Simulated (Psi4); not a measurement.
**CH3BFN (SMILES BN=CF): MP2/aug-cc-pVDZ**

Aim: the vertical electron affinity of CH3BFN at MP2/aug-cc-pVDZ, from 2 runs. 

The results are computed with Psi4 1.11.

1 further run of the same task is left out (set aside as unsound or not needed).

## (1) The structure to begin with

CH3BFN has 7 atoms, charge 0, and is taken as a singlet. As SMILES, `BN=CF`. The shape is that of a PBE0-D4/def2-TZVP optimisation.

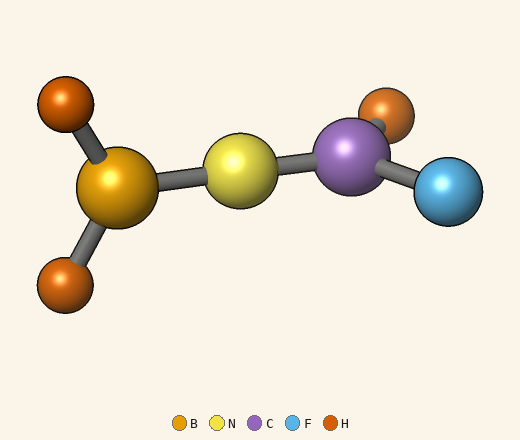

The structure, seen from a chosen angle (boron amber, nitrogen yellow, carbon purple, fluorine blue, hydrogen orange).

## (2) The energy at MP2/aug-cc-pVDZ

ch3bfn_ase.py reads:

```python
import numpy as np
from ase.calculators.psi4 import Psi4
from ase import Atoms

a = Atoms(['B', 'N', 'C', 'F', 'H', 'H', 'H'], positions=[
    [-0.480500, 1.089800, 0.570900],
    [0.018600, -0.008400, -0.066500],
    [0.466800, -1.006900, -0.611700],
    [0.739900, -2.132000, 0.060700],
    [0.284400, 1.897100, 1.009900],
    [-1.666300, 1.214200, 0.659800],
    [0.698200, -1.122000, -1.669000],
])
calc = Psi4(atoms=a, method='mp2', basis='aug-cc-pVDZ', memory='1600MB', num_threads=1, charge=0, multiplicity=1, label='calc', reference='rhf')
calc.psi4.set_options({'puream': True, 'e_convergence': 1e-09, 'd_convergence': 1e-08, 'scf_type': 'pk', 'num_frozen_docc': 4, 'mp2_type': 'conv'})
a.calc = calc

print(f'energy: {a.get_potential_energy():.6f} eV')
```

Command:

```console
$ python ch3bfn_ase.py
```

calc.dat:

```text
[...]
  Running in c1 symmetry.
[...]
  Nuclear repulsion =  101.277013826623900
[...]
  Multiplicity = 1
[...]
  Nalpha       = 15
  Nbeta        = 15
[...]
    Number of basis functions: 119
[...]
   @RHF iter   1:  -218.10357798478583   -8.94873e-01   3.92070e-03 ADIIS/DIIS
[...]
   @RHF iter  12:  -218.20900244150118   -5.65592e-12   3.02072e-09 DIIS
[...]
    Orbital Energies [Eh]
    ---------------------
    Doubly Occupied:
       1A    -26.341490     2A    -15.587511     3A    -11.405597
       4A     -7.621750     5A     -1.657927     6A     -1.254106
       7A     -0.920716     8A     -0.808901     9A     -0.764675
      10A     -0.714980    11A     -0.636233    12A     -0.587726
      13A     -0.555619    14A     -0.453373    15A     -0.430281
[...]
  @RHF Final Energy:  -218.20900244150118
   => Energetics <=
    Nuclear Repulsion Energy =            101.2770138266239002
    One-Electron Energy =                -499.4902624585031958
    Two-Electron Energy =                 180.0042461903781259
    Total Energy =                       -218.2090024415011840
[...]
 Multipole Moments:
 ------------------------------------------------------------------------------------
     Multipole            Electronic (a.u.)      Nuclear  (a.u.)        Total (a.u.)
 ------------------------------------------------------------------------------------
 L = 1.  Multiply by 2.5417464519 to convert [e a0] to [Debye]
 Dipole X            :          1.2099869           -1.0962286            0.1137582
 Dipole Y            :         -3.4290810            3.4350914            0.0060104
 Dipole Z            :         -0.0541648           -0.5879863           -0.6421512
 Magnitude           :                                                    0.6521773
[...]
	SCS-MP2 Total Energy (a.u.)        :  -218.78718328939374
	SOS-MP2 Total Energy (a.u.)        :  -218.73719634470001
	SCSN-MP2 Total Energy (a.u.)       :  -218.47293350948405
[...]
	SOS-PI-MP2 Total Energy (a.u.)     :  -218.82522866189981
[...]
	MP2 Total Energy (a.u.)            :  -218.79912486158136
[...]
```

On the terminal:

```text
energy: -5953.827448 eV
```

Wall time 9.9 s (1 thread of Intel Xeon 6975P-C (Granite Rapids), shared host); peak memory 1 GiB.

## (3) The doublet anion at the same level

run.py reads:

```python
import psi4

psi4.set_memory(1600000000)
psi4.set_num_threads(1)
psi4.core.set_output_file('run.log', False)

mol = psi4.geometry("""
-1 2
B     -0.90801340     2.05942353     1.07884464
N      0.03514891    -0.01587370    -0.12566679
C      0.88212415    -1.90276523    -1.15594547
F      1.39820836    -4.02889610     0.11470638
H      0.53743811     3.58499943     1.90843441
H     -3.14885064     2.29450546     1.24684130
H      1.31940678    -2.12027271    -3.15395290
units au
symmetry c1
no_reorient
no_com
""")

options = {'basis': 'aug-cc-pVDZ', 'reference': 'uhf', 'puream': True, 'e_convergence': 1e-09, 'd_convergence': 1e-08, 'scf_type': 'pk', 'num_frozen_docc': 4, 'mp2_type': 'conv', 'maxiter': 100}
psi4.set_options(options)

E, wfn = psi4.energy("mp2", molecule=mol, return_wfn=True)
print(f'mp2 energy: {E:.10f} Eh')
```

Command:

```console
$ python run.py
```

run.log:

```text
[...]
  Running in c1 symmetry.
[...]
  Nuclear repulsion =  101.277013881604091
[...]
  Multiplicity = 2
[...]
  Nalpha       = 16
  Nbeta        = 15
[...]
    Number of basis functions: 119
[...]
   @UHF iter   1:  -217.90901228647868   -7.00307e-01   5.17030e-03 ADIIS/DIIS
[...]
   @UHF iter  23:  -218.17777951631112   -4.83453e-11   9.95544e-09 DIIS
[...]
   @S^2 Observed:                7.504270290E-01
[...]
    Orbital Energies [Eh]
    ---------------------
    Alpha Occupied:
       1A    -26.217374     2A    -15.459712     3A    -11.273678
       4A     -7.505332     5A     -1.533744     6A     -1.126066
       7A     -0.794165     8A     -0.682992     9A     -0.636807
      10A     -0.590621    11A     -0.510339    12A     -0.472337
      13A     -0.435928    14A     -0.323784    15A     -0.309462
      16A      0.029145
    Alpha Virtual:
      17A      0.127841    18A      0.133161    19A      0.135531
      20A      0.157957    21A      0.195240    22A      0.196263
      23A      0.201246    24A      0.222709    25A      0.245304
[...]
  @UHF Final Energy:  -218.17777951631112
   => Energetics <=
    Nuclear Repulsion Energy =            101.2770138816040912
    One-Electron Energy =                -503.1967964317614133
    Two-Electron Energy =                 183.7420030338462027
    Total Energy =                       -218.1777795163111193
  UHF NO Occupations:
  HONO-2 :   14  A 1.9999290
  HONO-1 :   15  A 1.9998924
[...]
 Multipole Moments:
 ------------------------------------------------------------------------------------
     Multipole            Electronic (a.u.)      Nuclear  (a.u.)        Total (a.u.)
 ------------------------------------------------------------------------------------
 L = 1.  Multiply by 2.5417464519 to convert [e a0] to [Debye]
 Dipole X            :        -13.5615221           12.2905898           -1.2709323
 Dipole Y            :         35.1109744          -33.7314223            1.3795520
 Dipole Z            :          5.7065660           -1.3874369            4.3191291
 Magnitude           :                                                    4.7088543
[...]
	SCS-MP2 Total Energy (a.u.)        :  -218.75980890524070
	SOS-MP2 Total Energy (a.u.)        :  -218.70898226906644
	SCSN-MP2 Total Energy (a.u.)       :  -218.44614415531132
[...]
	SOS-PI-MP2 Total Energy (a.u.)     :  -218.79751606119231
[...]
	MP2 Total Energy (a.u.)            :  -218.77292838546339
[...]
```

Standard output:

```text
mp2 energy: -218.7729283855 Eh
```

It took 13 s on 1 thread of Intel Xeon 6975P-C (Granite Rapids), shared host; peak memory 1 GiB.

## (4) Summary of results

Level: MP2/aug-cc-pVDZ, 4 core orbitals frozen.

| quantity | value |
| --- | --- |
| singlet CH3BFN: total energy | -218.79912 Eh |
| singlet CH3BFN: HOMO energy (Hartree–Fock orbitals) | -11.71 eV |
| singlet CH3BFN: LUMO energy (Hartree–Fock orbitals) | 0.90 eV |
| singlet CH3BFN: HOMO–LUMO gap (Hartree–Fock orbitals) | 12.61 eV |
| singlet CH3BFN: correlation energy (4 core orbitals frozen) | -590.1 mEh |
| doublet anion: total energy | -218.77293 Eh |
| doublet anion: HOMO energy (Hartree–Fock orbitals) (highest over α and β) | 0.79 eV |
| doublet anion: LUMO energy (Hartree–Fock orbitals) (lowest over α and β) | 3.48 eV |
| doublet anion: correlation energy (4 core orbitals frozen) | -595.1 mEh |
| doublet anion: ⟨S²⟩ of the reference determinant | 0.750 |
| vertical electron affinity (to the doublet anion) | -0.713 eV |

The anion lies 0.71 eV (68.8 kJ/mol) above the neutral: the electron isn't bound at this level, and such a value depends on the basis. The HOMO (doublet anion) lies at positive energy, 0.79 eV: the electron is unbound at this level or held by a compact basis; values depend on the basis.
